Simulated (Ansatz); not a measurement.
# CaSiS3 in R-3c, a phase reached by a soft mode: a soft mode frozen in, part 2 of 3

Wanted: the energy along a soft mode of CaSiS3 in R-3c, a phase reached by a soft mode and the structure at the end.

Ansatz 0.2.0; DFT LDA, scalar-relativistic, plane waves, PAW; PAW set soft_1.

So far. Step 4 (The mode frozen in, largest atomic shift 0.22 Å): The run ends at a pressure of 0.54 GPa, with forces up to 0.076 eV/Å.

The structure was built from a prototype and need not be the compound's stable phase.

## (5) Energy along the mode, all amplitudes (two of the runs are shown above)

An imaginary frequency means negative curvature, so the energy should fall and then rise again as anharmonic terms take over.

Numbers from this step:

```
depth at the lowest point sampled  : 3.137 meV/atom
largest atomic shift at that point : 0.22 Å
```

Energy from the parent against largest atomic shift:

```tsv
largest atomic shift (Å)	energy from the parent (meV/atom)
0.000	0
0.040	-0.196
0.080	-0.745
0.140	-1.96
0.220	-3.14
0.320	-0.229
0.450	21.2
```

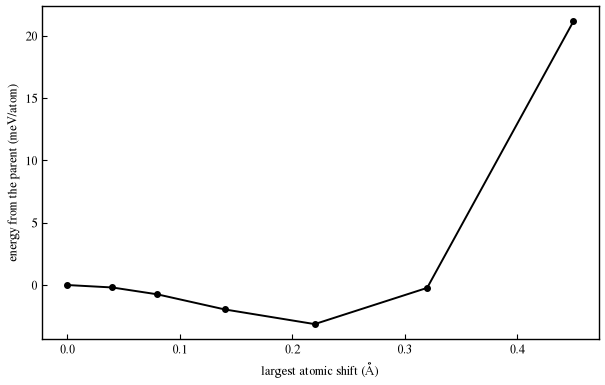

Energy from the parent, plotted against largest atomic shift.

Displacement at unit largest shift by atom:

```tsv
atom	x (Å)	y (Å)	z (Å)	size
Ca1	0.209	0.121	0.000	0.241
Ca2	0.209	0.121	0.000	0.241
Si3	0.304	0.357	0.000	0.469
Si4	0.461	0.085	0.000	0.469
S5	-0.199	0.232	0.409	0.511
S6	-0.199	0.232	0.409	0.511
S7	0.101	-0.288	0.409	0.510
S8	0.101	-0.288	0.409	0.510
S9	-0.499	-0.288	-0.817	1.000
S10	-0.499	-0.288	-0.817	1.000
```

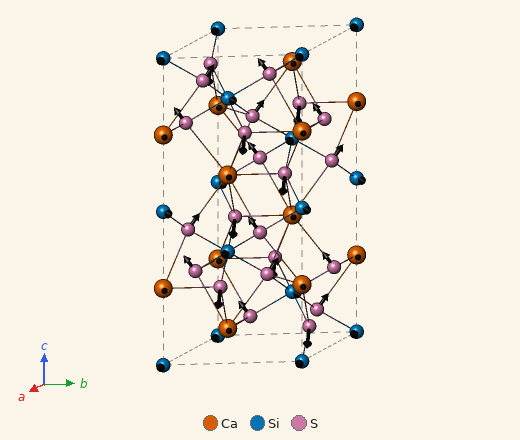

Displacement at unit largest shift as arrows, the longest 1.000 Å. Bonds to atoms that aren't drawn are left out. Some periodic images of atoms are drawn too.

The lowest of the steps tried is at 0.22 Å, 3.14 meV/atom below the parent; the bottom of the well need not coincide with a step.

## (6) Relaxation from the frozen mode

Starting from the lowest point found, all atoms and the cell are let go, so that strain and other modes of the same symmetry can join in.

input.yaml reads:

```yaml
crystal:
  lattice:
    - [3.2503872302, 1.8766119423, 4.8869535632]
    - [-3.2503872302, 1.8766119423, 4.8869535632]
    - [0.0, -3.7532238846, 4.8869535632]
  atoms:
    - { symbol: Ca, position: [0.7594460531, 0.7452769734, 0.7452769734] }
    - { symbol: Ca, position: [0.2594460531, 0.2452769734, 0.2452769734] }
    - { symbol: Si, position: [0.5172607945, 0.4966840098, 0.4860551957] }
    - { symbol: Si, position: [0.0172607945, -0.0139448043, -0.0033159902] }
    - { symbol: S, position: [0.1661063948, 0.7673938693, 0.3348926837] }
    - { symbol: S, position: [0.8417522006, 0.2673938693, 0.6592468778] }
    - { symbol: S, position: [0.3417522006, 0.1592468778, 0.7673938693] }
    - { symbol: S, position: [0.6661063948, 0.8348926837, 0.2673938693] }
    - { symbol: S, position: [0.7152122614, 0.3368238245, 0.1611780186] }
    - { symbol: S, position: [0.2152122614, 0.6611780186, 0.8368238245] }
kpoints:
  mp_grid: { grid: [6, 6, 6] }
hamiltonian:
  xc: lda
  pseudopotentials: { kind: paw, azcp: { folder: soft_1 }, xc_functional: pbe }
scf:
  occupations: { method: fixed }
output:
  forces: true
  stress: true
  eigenvalues: true
relax:
  adjacent_minimum: "off"
  f_tol: 0.002
  max_steps: 120
  cell: { stress_tol: 0.03 }
```

Started as:

```bash
ansatz run input.yaml --threads 4 --pin off --max-ram 16384MiB --backend cpu --events-out ev --progress --plain --runs-dir out
```

Numbers of over 12 decimals in the logs are rounded to 6 here.

What it wrote:

```text
[...]
Crystal: 10 atoms, lattice volume = 178.854 Å³
Basis set: ecut = 420 eV, 3497 PW (Γ)
Bands: 42, of which v1, the nominal top of the filled ones, is band 32 counted from 1 (31 counted from 0)
Symmetry: 2 space group operations
[...]
k-points: 68 of 216 (time reversal used)
[...]
SCF iter   1: F=—  HF=-9994.384371 eV  |F-HF|=—  |Δ(HF+E_count)|=         —  Δρ=5.61e-2  dr2=1.30e1  ethr=3.10e-3  ⟨swp⟩=7.8  Hψ=14128  notcnv=0  defer=484
[...]
SCF iter   9: F=-9990.311885 eV  HF=-9990.311885 eV  |F-HF|=4.87e-10  |Δ(HF+E_count)|=   4.44e-8  Δρ=1.68e-6  dr2=4.18e-9  ethr=1.56e-10  ⟨swp⟩=5.0  Hψ=10255  notcnv=0
SCF 1 converged in 9 iterations: F = -9990.311885 eV  dr2 = 4.18e-9
[...]
relax step   1: F+E_penalty+E_count = -9990.31188452 eV  Δ(F+E_penalty+E_count) = +0.000e0 eV  max|allowed force component| = 6.125e-2 eV/Å  Δτ_max = 0.0000 Å  P = +0.542 GPa  Ω = 178.854 Å³  (9 SCF iters, dr2 threshold 1.00e-7 eV, accepted)
Crystal: 10 atoms, lattice volume = 180.199 Å³
Basis set: ecut = 420 eV, 3501 PW (Γ)
[...]
iter 1 solved again at ethr=1.90e-5 eV; its pass at ethr=3.10e-3 eV (dr2=1.21e-2 eV) is discarded
[...]
SCF iter   5: F=-9990.318576 eV  HF=-9990.318576 eV  |F-HF|=5.72e-8  |Δ(HF+E_count)|=   1.16e-6  Δρ=1.92e-5  dr2=3.96e-7  ethr=1.56e-9  ⟨swp⟩=16.8  Hψ=21173  notcnv=0
SCF 2 converged in 5 iterations: F = -9990.318576 eV  dr2 = 3.96e-7
relax step   2: F+E_penalty+E_count = -9990.31857639 eV  Δ(F+E_penalty+E_count) = -6.692e-3 eV  max|allowed force component| = 5.861e-2 eV/Å  Δτ_max = 0.0237 Å  P = -0.017 GPa  Ω = 180.199 Å³  energy of the carried Pulay correction = -2.590e-4 eV  (5 SCF iters, dr2 threshold 1.00e-6 eV, accepted)
Crystal: 10 atoms, lattice volume = 180.274 Å³
[...]
SCF iter   5: F=-9990.321578 eV  HF=-9990.321578 eV  |F-HF|=2.63e-8  |Δ(HF+E_count)|=   6.07e-8  Δρ=7.67e-6  dr2=9.72e-8  ethr=3.35e-10  ⟨swp⟩=15.6  Hψ=20384  notcnv=0
SCF 3 converged in 5 iterations: F = -9990.321578 eV  dr2 = 9.72e-8
relax step   3: F+E_penalty+E_count = -9990.32157802 eV  Δ(F+E_penalty+E_count) = -3.002e-3 eV  max|allowed force component| = 5.273e-2 eV/Å  Δτ_max = 0.0131 Å  P = -0.034 GPa  Ω = 180.274 Å³  energy of the carried Pulay correction = -2.734e-4 eV  (5 SCF iters, dr2 threshold 2.15e-7 eV, accepted)
[... from here on, the SCF cycles and remarks between the steps are left out ...]
relax step   4: F+E_penalty+E_count = -9990.32718137 eV  Δ(F+E_penalty+E_count) = -5.603e-3 eV  max|allowed force component| = 1.263e-1 eV/Å  Δτ_max = 0.0368 Å  P = -0.127 GPa  Ω = 180.685 Å³  energy of the carried Pulay correction = -3.521e-4 eV  (6 SCF iters, dr2 threshold 1.74e-7 eV, accepted)
relax step   5: F+E_penalty+E_count = -9990.32984471 eV  Δ(F+E_penalty+E_count) = -2.663e-3 eV  max|allowed force component| = 2.467e-1 eV/Å  Δτ_max = 0.0974 Å  P = +0.029 GPa  Ω = 181.638 Å³  energy of the carried Pulay correction = -5.340e-4 eV  (6 SCF iters, dr2 threshold 9.97e-7 eV, accepted)
relax step   6: F+E_penalty+E_count = -9990.46815531 eV  Δ(F+E_penalty+E_count) = -1.383e-1 eV  max|allowed force component| = 2.359e-1 eV/Å  Δτ_max = 0.0812 Å  P = +0.445 GPa  Ω = 182.264 Å³  energy of the carried Pulay correction = -6.528e-4 eV  (6 SCF iters, dr2 threshold 1.00e-6 eV, accepted)
relax step   7: F+E_penalty+E_count = -9990.43209402 eV  Δ(F+E_penalty+E_count) = +3.606e-2 eV  max|allowed force component| = 7.954e-1 eV/Å  Δτ_max = 0.1562 Å  P = +0.759 GPa  Ω = 184.780 Å³  energy of the carried Pulay correction = -1.127e-3 eV  (6 SCF iters, dr2 threshold 1.00e-6 eV, rejected (line search))
relax step   8: F+E_penalty+E_count = -9990.59590954 eV  Δ(F+E_penalty+E_count) = -1.278e-1 eV  max|allowed force component| = 2.789e-1 eV/Å  Δτ_max = 0.0382 Å  P = +0.305 GPa  Ω = 183.620 Å³  energy of the carried Pulay correction = -9.091e-4 eV  (10 SCF iters, accepted)
relax step   9: F+E_penalty+E_count = -9990.74019801 eV  Δ(F+E_penalty+E_count) = -1.443e-1 eV  max|allowed force component| = 2.096e-1 eV/Å  Δτ_max = 0.0367 Å  P = +0.307 GPa  Ω = 184.713 Å³  energy of the carried Pulay correction = -1.114e-3 eV  (6 SCF iters, dr2 threshold 1.00e-6 eV, accepted)
relax step  10: F+E_penalty+E_count = -9990.92098507 eV  Δ(F+E_penalty+E_count) = -1.808e-1 eV  max|allowed force component| = 3.088e-1 eV/Å  Δτ_max = 0.0550 Å  P = +0.156 GPa  Ω = 186.209 Å³  energy of the carried Pulay correction = -1.393e-3 eV  (6 SCF iters, dr2 threshold 1.00e-6 eV, accepted)
relax step  11: F+E_penalty+E_count = -9991.12291474 eV  Δ(F+E_penalty+E_count) = -2.019e-1 eV  max|allowed force component| = 2.824e-1 eV/Å  Δτ_max = 0.0961 Å  P = +0.428 GPa  Ω = 186.235 Å³  energy of the carried Pulay correction = -1.398e-3 eV  (6 SCF iters, dr2 threshold 1.00e-6 eV, accepted)
relax step  12: F+E_penalty+E_count = -9991.19923524 eV  Δ(F+E_penalty+E_count) = -7.632e-2 eV  max|allowed force component| = 1.514e-1 eV/Å  Δτ_max = 0.1329 Å  P = -0.073 GPa  Ω = 188.155 Å³  energy of the carried Pulay correction = -1.752e-3 eV  (6 SCF iters, dr2 threshold 1.00e-6 eV, accepted)
relax step  13: F+E_penalty+E_count = -9991.20750549 eV  Δ(F+E_penalty+E_count) = -8.270e-3 eV  max|allowed force component| = 9.860e-2 eV/Å  Δτ_max = 0.0486 Å  P = -0.083 GPa  Ω = 188.913 Å³  energy of the carried Pulay correction = -1.891e-3 eV  (5 SCF iters, dr2 threshold 1.00e-6 eV, accepted)
relax step  14: F+E_penalty+E_count = -9991.21155779 eV  Δ(F+E_penalty+E_count) = -4.052e-3 eV  max|allowed force component| = 7.233e-2 eV/Å  Δτ_max = 0.0295 Å  P = +0.025 GPa  Ω = 188.054 Å³  energy of the carried Pulay correction = -1.734e-3 eV  (5 SCF iters, dr2 threshold 1.00e-6 eV, accepted)
relax step  15: F+E_penalty+E_count = -9991.21386466 eV  Δ(F+E_penalty+E_count) = -2.307e-3 eV  max|allowed force component| = 2.455e-2 eV/Å  Δτ_max = 0.0140 Å  P = -0.024 GPa  Ω = 188.252 Å³  energy of the carried Pulay correction = -1.770e-3 eV  (5 SCF iters, dr2 threshold 3.27e-7 eV, accepted)
relax step  16: F+E_penalty+E_count = -9991.21414638 eV  Δ(F+E_penalty+E_count) = -2.817e-4 eV  max|allowed force component| = 1.342e-2 eV/Å  Δτ_max = 0.0063 Å  P = -0.043 GPa  Ω = 188.294 Å³  energy of the carried Pulay correction = -1.778e-3 eV  (5 SCF iters, dr2 threshold 3.77e-8 eV, accepted)
relax step  17: F+E_penalty+E_count = -9991.21422390 eV  Δ(F+E_penalty+E_count) = -7.751e-5 eV  max|allowed force component| = 1.512e-3 eV/Å  Δτ_max = 0.0013 Å  P = +0.014 GPa  Ω = 188.168 Å³  energy of the carried Pulay correction = -1.755e-3 eV  (5 SCF iters, dr2 threshold 1.13e-8 eV, accepted)
relax step  18: F+E_penalty+E_count = -9991.25004633 eV  Δ(F+E_penalty+E_count) = -3.582e-2 eV  max|allowed force component| = 6.062e-3 eV/Å  Δτ_max = 0.0000 Å  P = +0.240 GPa  Ω = 188.168 Å³  stress off target by 6.29e-1 GPa  SCF on the basis re-selected at this cell (its energy is not comparable with the rows above)  (6 SCF iters)
relax step  19: F+E_penalty+E_count = -9991.25223096 eV  Δ(F+E_penalty+E_count) = -2.185e-3 eV  max|allowed force component| = 1.189e-2 eV/Å  Δτ_max = 0.0080 Å  P = +0.019 GPa  Ω = 189.011 Å³  energy of the carried Pulay correction = -1.497e-4 eV  (4 SCF iters, dr2 threshold 9.89e-7 eV, accepted)
relax step  20: F+E_penalty+E_count = -9991.25248265 eV  Δ(F+E_penalty+E_count) = -2.517e-4 eV  max|allowed force component| = 7.160e-3 eV/Å  Δτ_max = 0.0032 Å  P = +0.006 GPa  Ω = 189.103 Å³  energy of the carried Pulay correction = -1.640e-4 eV  (5 SCF iters, dr2 threshold 6.34e-8 eV, accepted)
relax step  21: F+E_penalty+E_count = -9991.25249788 eV  Δ(F+E_penalty+E_count) = -1.524e-5 eV  max|allowed force component| = 4.177e-3 eV/Å  Δτ_max = 0.0020 Å  P = +0.002 GPa  Ω = 189.128 Å³  energy of the carried Pulay correction = -1.687e-4 eV  (5 SCF iters, dr2 threshold 3.20e-9 eV, accepted)
relax step  22: F+E_penalty+E_count = -9991.25249944 eV  Δ(F+E_penalty+E_count) = -1.559e-6 eV  max|allowed force component| = 2.282e-3 eV/Å  Δτ_max = 0.0005 Å  P = -0.000 GPa  Ω = 189.130 Å³  energy of the carried Pulay correction = -1.691e-4 eV  (5 SCF iters, dr2 threshold 1.09e-9 eV, accepted)
relax step  23: F+E_penalty+E_count = -9991.25250011 eV  Δ(F+E_penalty+E_count) = -6.649e-7 eV  max|allowed force component| = 2.523e-4 eV/Å  Δτ_max = 0.0004 Å  P = -0.001 GPa  Ω = 189.131 Å³  energy of the carried Pulay correction = -1.694e-4 eV  (5 SCF iters, dr2 threshold 3.25e-10 eV, accepted)
[...]
SCF iter   1: F=—  HF=-9991.252642 eV  |F-HF|=—  |Δ(HF+E_count)|=         —  Δρ=1.04e-5  dr2=2.15e-8  ethr=5.64e-7  ⟨swp⟩=4.1  Hψ=20764  notcnv=0  defer=544
eigensolver tolerance schedule: the retry pair's looser diagonalisation over-reported the residual by 16804.16 of it (diagonalisation noise at an unbounded share of the residual, at the tolerance the schedule requests for it); recorded, not acted on — ethr = c·dr2/N_el stays at c = 1.0e-1
[...]
SCF iter   2: F=—  HF=-9991.252665 eV  |F-HF|=—  |Δ(HF+E_count)|=   2.36e-5  Δρ=5.27e-6  dr2=5.21e-9  ethr=3.35e-11  ⟨swp⟩=4.3  Hψ=7807  notcnv=0  defer=543
[...]
SCF iter   4: F=-9991.252665 eV  HF=-9991.252665 eV  |F-HF|=1.27e-11  |Δ(HF+E_count)|=  3.38e-10  Δρ=1.36e-7  dr2=2.29e-11  ethr=1.00e-12  ⟨swp⟩=18.6  Hψ=23545  notcnv=0
SCF 24 converged in 4 iterations: F = -9991.252665 eV  dr2 = 2.29e-11
relax step  24: F+E_penalty+E_count = -9991.25266518 eV  Δ(F+E_penalty+E_count) = -1.651e-4 eV  max|allowed force component| = 2.511e-4 eV/Å  Δτ_max = 0.0000 Å  P = -0.001 GPa  Ω = 189.131 Å³  stress off target by 2.72e-3 GPa  SCF on the basis re-selected at this cell (its energy is not comparable with the rows above)  (4 SCF iters)
[...]
SCF converged after 4 iterations
Free energy (F): -9991.252665 eV
[...]
Internal energy: -9991.252665 eV  (E = F + TS)
E sigma→0 (E₀):  -9991.252665 eV
Fermi energy:    7.549224 eV
[...]
--- Forces (eV/Å), atoms counted from 1 ---
  atom   1  Ca    -0.00022058    -0.00003169     0.00015673
  atom   2  Ca    -0.00013773    -0.00017519     0.00015673
  atom   3  Si    -0.00001297    -0.00005101     0.00008910
  atom   4  Si    -0.00005066     0.00001427     0.00008910
  atom   5  S     -0.00010272     0.00014521    -0.00011707
  atom   6  S      0.00024699    -0.00007543    -0.00006744
  atom   7  S      0.00005817     0.00025161    -0.00006744
  atom   8  S      0.00007439    -0.00016157    -0.00011707
  atom   9  S      0.00006977     0.00005666    -0.00006150
  atom  10  S      0.00008396     0.00003209    -0.00006150
  max |Σ_I F_I| component: 8.62e-6 eV/Å
--- Stress (GPa, compression-positive) ---
       -0.001455       0.000605      -0.001739
        0.000605      -0.002153      -0.001004
       -0.001739      -0.001004      -0.000215
  P = ⅓ Tr σ = -0.0013 GPa (-0.013 kbar)
--- Band table (eV; the first three rows and the last of 68) ---
  k-point 0: bands = [... 28 lower, 6.2707, 6.5530, 7.1886, 7.5492, 8.8913, 9.3389, 10.1685, 10.7322, ... 6 higher]
  k-point 1: bands = [... 28 lower, 6.1748, 6.4058, 6.9394, 7.5289, 8.8663, 9.6641, 10.2612, 10.6114, ... 6 higher]
  k-point 2: bands = [... 28 lower, 6.1241, 6.3865, 6.4879, 7.4233, 8.8917, 10.0392, 10.4957, 10.6155, ... 6 higher]
  k-point 67: bands = [... 28 lower, 5.9059, 5.9059, 6.8207, 6.8207, 9.5246, 9.5246, 10.8918, 10.8918, ... 6 higher]
--- Relaxed structure (22 steps of the walk, 21 accepted, 2 SCFs on fresh bases) ---
  F+E_penalty+E_count = -9991.25266518 eV   max|allowed force component| = 2.511e-4 eV/Å   (the final SCF, on the basis selected at the relaxed cell)
  cell:  # Å, volume = 189.1314 Å³
    - [2.992869, 1.727934, 4.786566]
    - [-3.825958, 1.180311, 5.550956]
    - [-0.890800, -3.903533, 5.550956]
  atoms:
    - { symbol: Ca, position: [0.723992, 0.752149, 0.703089] }
    - { symbol: Ca, position: [0.223992, 0.203089, 0.252149] }
    - { symbol: Si, position: [0.542673, 0.472546, 0.452103] }
    - { symbol: Si, position: [0.042673, -0.047897, -0.027454] }
    - { symbol: S, position: [0.174108, 0.751201, 0.344385] }
    - { symbol: S, position: [0.855906, 0.322739, 0.661137] }
    - { symbol: S, position: [0.355906, 0.161137, 0.822739] }
    - { symbol: S, position: [0.674108, 0.844385, 0.251201] }
    - { symbol: S, position: [0.703099, 0.318974, 0.221899] }
    - { symbol: S, position: [0.203099, 0.721899, 0.818974] }
```

Wall time 5.6 min (4 threads of Arm Neoverse V1, shared host); peak memory 0.73 GiB; 22 min of CPU time.

Step by step (22 of 24):

```tsv
step	energy less that of the first step (eV)	largest force component (eV/Å)	pressure (GPa)	volume (Å³)
1	0.0000	0.0613	0.54	178.85
2	-0.0067	0.0586	-0.02	180.20
3	-0.0097	0.0527	-0.03	180.27
4	-0.0153	0.1263	-0.13	180.69
5	-0.0180	0.2467	0.03	181.64
6	-0.1563	0.2359	0.44	182.26
8	-0.2840	0.2789	0.30	183.62
9	-0.4283	0.2096	0.31	184.71
10	-0.6091	0.3088	0.16	186.21
11	-0.8110	0.2824	0.43	186.24
12	-0.8874	0.1514	-0.07	188.16
13	-0.8956	0.0986	-0.08	188.91
14	-0.8997	0.0723	0.03	188.05
15	-0.9020	0.0245	-0.02	188.25
16	-0.9023	0.0134	-0.04	188.29
17	-0.9023	0.0015	0.01	188.17
19	-0.9403	0.0119	0.02	189.01
20	-0.9406	0.0072	0.01	189.10
21	-0.9406	0.0042	0.00	189.13
22	-0.9406	0.0023	0.00	189.13
23	-0.9406	0.0003	0.00	189.13
24*	-0.9408	0.0003	0.00	189.13
```

Relaxation steps marked * repeat the geometry before them on a plane-wave basis chosen anew for their cell, so energy and pressure can jump there. Other such steps can lie between the rows shown. Relaxation step 7 was tried and not accepted.

The run keeps the 2 symmetry operations that it works with, so distortions that break them were not tested.

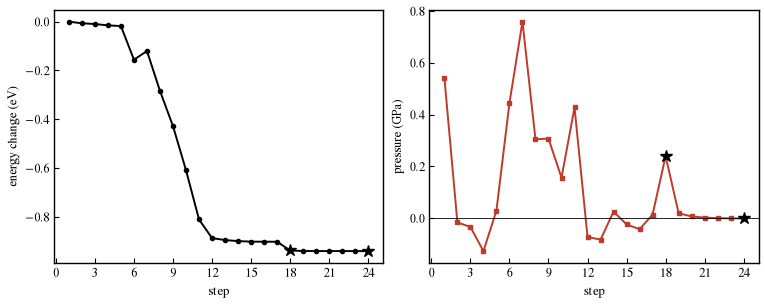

Energy and pressure along the relaxation. Stars mark steps on a basis chosen anew.

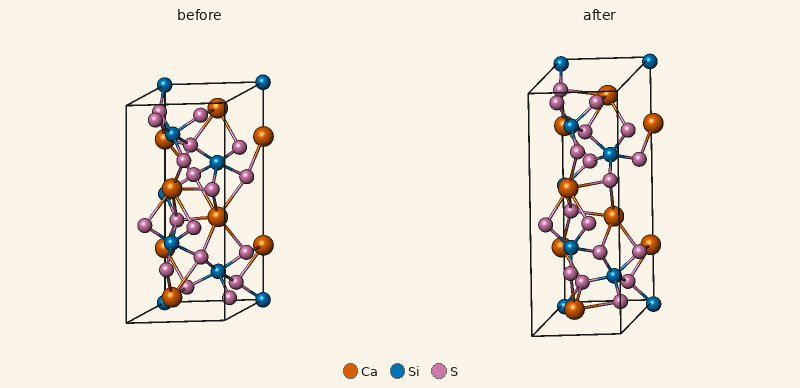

The structure before and after the relaxation, drawn at the same scale. Bonds to atoms that aren't drawn are left out.

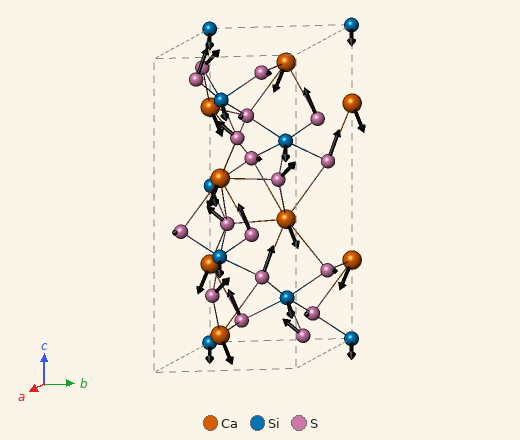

Displacements in the relaxation, exaggerated, measured against the changing cell; the longest in the cell stands for 0.43 Å. Bonds to atoms that aren't drawn are left out. Some periodic images of atoms are drawn too.

```tsv
cell as run	before	after	change
a (Å)	6.162	5.904	-4.2 %
b (Å)	6.162	6.844	+11.1 %
c (Å)	6.162	6.844	+11.1 %
α (°)	63.67	50.79	-20.2 %
β (°)	63.67	64.87	+1.9 %
γ (°)	63.67	64.87	+1.9 %
volume (Å³/atom)	17.89	18.91	+5.7 %
```

The atoms that moved most (Å, as changes of fractional coordinates times the final cell):

```tsv
atom	dx	dy	dz	length
S6	-0.171	0.082	0.385	0.430
S7	-0.014	-0.189	0.385	0.430
Ca1	-0.095	0.112	-0.366	0.394
Ca2	0.049	-0.138	-0.366	0.394
S10	-0.253	0.120	0.180	0.333
S9	-0.022	-0.279	0.180	0.333
Si4	0.227	0.098	-0.201	0.319
Si3	0.199	0.148	-0.201	0.319
```

Final coordinates:

```cif
data_structure
_symmetry_space_group_name_H-M 'P 1'
_symmetry_Int_Tables_number 1
_cell_length_a 5.9037
_cell_length_b 6.8443
_cell_length_c 6.8443
_cell_angle_alpha 50.789
_cell_angle_beta 64.871
_cell_angle_gamma 64.871
_cell_volume 189.13
loop_
_atom_site_label
_atom_site_type_symbol
_atom_site_fract_x
_atom_site_fract_y
_atom_site_fract_z
_atom_site_occupancy
Ca1 Ca 0.72399 0.75215 0.70309 1
Ca2 Ca 0.22399 0.20309 0.25215 1
Si3 Si 0.54267 0.47255 0.45210 1
Si4 Si 0.04267 0.95210 0.97255 1
S5 S 0.17411 0.75120 0.34439 1
S6 S 0.85591 0.32274 0.66114 1
S7 S 0.35591 0.16114 0.82274 1
S8 S 0.67411 0.84439 0.25120 1
S9 S 0.70310 0.31897 0.22190 1
S10 S 0.20310 0.72190 0.81897 1
```

Numbers from this step:

```yaml
pressure: -0.001274 GPa
gap_on_the_k_mesh: 1.224 eV
volume_per_atom: 18.91 Å³
```

The distorted start has space group Cc; the relaxation ends in Cc.

(Continued in part 3 of 3.)

[Logs are printed without paths, hosts, clocks, repeated set-up lines and the standing remarks that a program may print on its own settings, such as how far it seeks lower states.]

[Hosts, paths, dates, database ids (printed as entryN), source tags and the programs' standing remarks are cut or masked in the printed files.]
